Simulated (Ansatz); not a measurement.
# C2H7NSSi: ladder of methods at one geometry in Python

Wanted for C2H7NSSi: a ladder of methods at one geometry.

Program: Ansatz 0.2.0 through its Python package. The levels of theory stand in the script. These are calculated values, not measurements.

**1. Starting point**

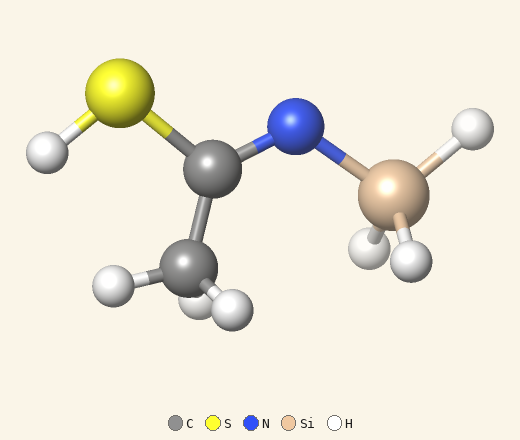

The structure that the script starts from, seen from a chosen angle (carbon grey, sulfur yellow, nitrogen blue, silicon light orange, hydrogen white).

No structure file is read: the coordinates are typed or built in the script.

**2. The script**

Contents of methods.py:

```python
# -*- coding: utf-8 -*-
"""C2H7NSSi at several levels of theory."""

from dataclasses import dataclass
from pathlib import Path
import logging
import sys

import ansatz
import numpy as np

logging.basicConfig(stream=sys.stdout, format="%(levelname)s:%(name)s:%(message)s")
logger = logging.getLogger("ansatz_job")
logger.setLevel(logging.INFO)


@dataclass
class Options:
    basis_set: str = "def2-SVP"


settings = Options()

GEOMETRY = """
C    -1.10570    0.36180    0.42950
C     0.11680   -0.30000    0.81770
S     0.19390   -0.79640    2.49090
N     1.21910   -0.56540    0.08120
Si    1.23270   -0.16890   -1.60560
H    -1.87050    0.49720    1.23850
H    -1.61330   -0.13890   -0.39120
H    -0.88480    1.43920    0.07520
H    -0.93000   -0.27570    2.98000
H     1.06930    1.30740   -1.68610
H     0.09810   -0.82890   -2.26730
H     2.55140   -0.58640   -2.12880
"""

c2h7nssi = ansatz.Crystal.molecule()
for line in GEOMETRY.strip().splitlines():
    symbol, *xyz = line.split()
    c2h7nssi = c2h7nssi.atom(symbol, [float(v) for v in xyz])

calc = c2h7nssi.calculation()
calc = calc.basis(gaussian=settings.basis_set).scf(lower_state_search="off")

logger.info("functional    E (Ha)        dipole (D)   HOMO (eV)  LUMO (eV)")
for name in ["hf", "lda", "cam_b3lyp", "pbe0"]:
    data = calc.functional(name).forces().orbitals().run(threads=1, pin="off", runs_dir="runs").report
    lines = Path(data["orbitals_path"]).read_text().splitlines()
    field_of = lambda key: [line.split("=")[1].strip() for line in lines if line.startswith(key)]
    orbitals = [(27.211386 * float(e), s, float(n)) for e, s, n in zip(field_of("Ene="), field_of("Spin="), field_of("Occup="))]
    homo = max(e for e, _, n in orbitals if n > 0.5)
    lumo = min(e for e, _, n in orbitals if n < 0.5)
    dipole = 4.803205 * np.linalg.norm(data["charge_distribution"]["dipole_moment_e_ang"])
    logger.info(f"{name:10s} {data['free_energy_ev'] / 27.211386246:14.6f} {dipole:9.3f} {homo:11.3f} {lumo:10.3f}")
```

**3. The calls as engine input**

The package turns the script's settings into the engine's input (first run):

```yaml
crystal:
  periodic: [false, false, false]
  atoms:
    - { symbol: C, position_ang: [-1.1057, 0.3618, 0.4295] }
    - { symbol: C, position_ang: [0.1168, -0.3, 0.8177] }
    - { symbol: S, position_ang: [0.1939, -0.7964, 2.4909] }
    - { symbol: "N", position_ang: [1.2191, -0.5654, 0.0812] }
    - { symbol: Si, position_ang: [1.2327, -0.1689, -1.6056] }
    - { symbol: H, position_ang: [-1.8705, 0.4972, 1.2385] }
    - { symbol: H, position_ang: [-1.6133, -0.1389, -0.3912] }
    - { symbol: H, position_ang: [-0.8848, 1.4392, 0.0752] }
    - { symbol: H, position_ang: [-0.93, -0.2757, 2.98] }
    - { symbol: H, position_ang: [1.0693, 1.3074, -1.6861] }
    - { symbol: H, position_ang: [0.0981, -0.8289, -2.2673] }
    - { symbol: H, position_ang: [2.5514, -0.5864, -2.1288] }
basis:
  gaussian:
    orbitals: def2-SVP
hamiltonian:
  xc: hf
scf:
  lower_state_search: "off"
output:
  orbitals: {}
  forces: true
```

**4. The run**

Command:

```bash
$ python methods.py
```

Output:

```text
INFO:ansatz_job:functional    E (Ha)        dipole (D)   HOMO (eV)  LUMO (eV)
INFO:ansatz_job:hf            -820.376016     3.848      -9.572      2.842
INFO:ansatz_job:lda           -818.780549     3.407      -5.758     -2.029
INFO:ansatz_job:cam_b3lyp     -822.456309     3.450      -8.187      0.230
INFO:ansatz_job:pbe0          -822.097239     3.493      -7.000     -0.999
```

It took 12 s on 1 thread of Arm Neoverse V2, shared host; peak memory 0.3 GiB.

**5. What changed from run to run**

The engine's inputs for the other runs:

Run 2, against run 1:

```diff
@@ -20 +20 @@
-  xc: hf
+  xc: lda
```

Run 3, against run 1:

```diff
@@ -20 +20 @@
-  xc: hf
+  xc: cam_b3lyp
```

Run 4, against run 1:

```diff
@@ -20 +20 @@
-  xc: hf
+  xc: pbe0
```

**6. The engine's runs**

One row for each of the 4 runs:

```tsv
run	functional	energy (eV)	SCF cycles	CPU time (s)
1	hf	-22323.5686	12	2
2	lda	-22280.1538	22	1.9
3	cam_b3lyp	-22380.1763	19	4.3
4	pbe0	-22370.4055	19	3.7
```

Totals under unlike functionals or potentials can't be compared directly.

The fields below are those of run 1.

**7. The molecule's orbitals and density**

Orbitals, density, ELF and potential are computed afterwards from the orbital file.

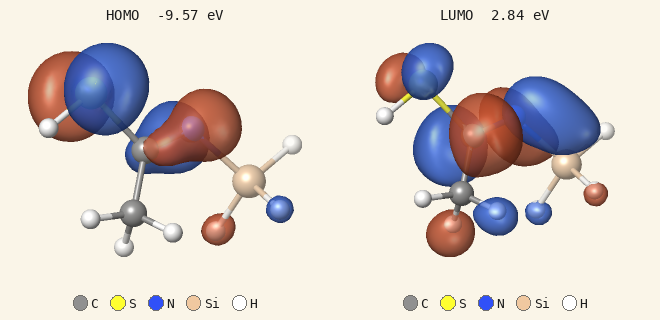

Frontier orbitals at Hartree-Fock/def2-SVP; each surface holds 70 % of the orbital's density, blue and red mark the sign.

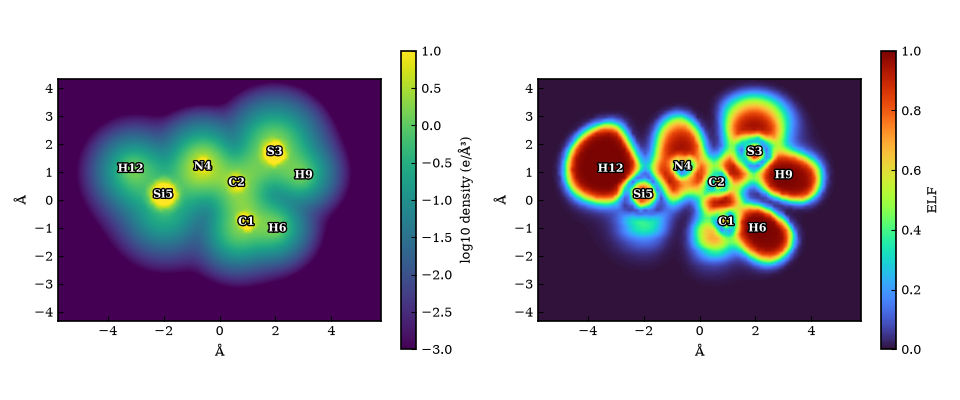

Density (left) and ELF (right) in a plane through or near 8 of the atoms.

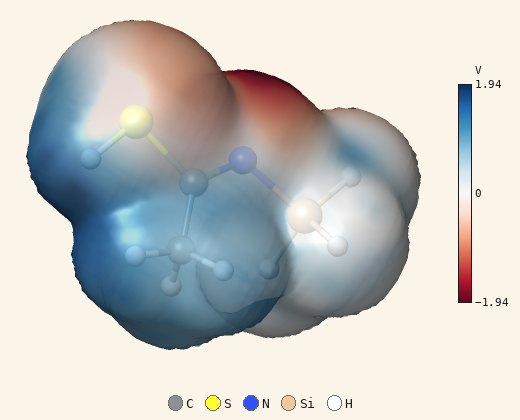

The potential that a unit positive charge feels on the 0.002 e/bohr³ surface, from -1.94 V near N4 to 1.69 V near H9.

**8. Outcome**

| quantity | value |
| --- | --- |
| runs compared | 4 |
| HOMO-LUMO gap of the mean field (Hartree-Fock/def2-SVP) | 12.41 eV |

In words: All 4 runs converged, in 12 to 22 cycles. Reading the output:
- The geometry is a force-field or estimated start, not a minimum of this method, and the basis set is short of its limit. A lower total doesn't mark the better method: functionals have no common bound, and MP2 and coupled cluster aren't variational.
- Levels such as HOMO and LUMO are orbital energies: with these approximate functionals they aren't the ionisation energy and electron affinity, and their gap isn't the fundamental gap.
